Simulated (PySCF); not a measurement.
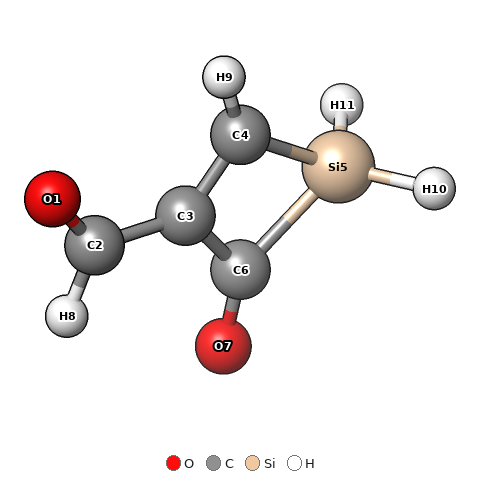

Geometry used (C₄H₄O₂Si, SMILES O=CC1=C[SiH2]C1=O).

Kohn-Sham orbital energies near the frontier, B3LYP/def2-SVPD with PySCF, at a GFN2-xTB geometry (no frequency check), isolated molecule; empty levels in grey, levels within 0.03 eV side by side.

Where do the frontier orbitals lie?

Answer. HOMO at −6.87 eV, LUMO at −3.18 eV, 3.69 eV apart.

On which atoms do HOMO and LUMO mostly sit?

Answer. HOMO: O7 39 %, C6 15 %, O1 13 %. LUMO: C4 31 %, C3 18 %, C2 16 % (Löwdin shares).

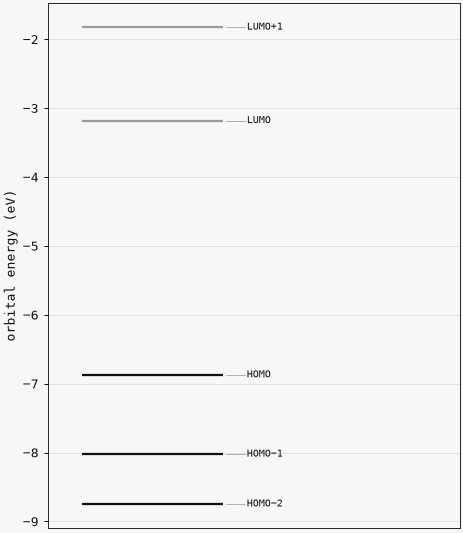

Known limits of this run: the tight-binding geometry is rougher than a DFT one and adds to the error; one conformer of a flexible molecule.
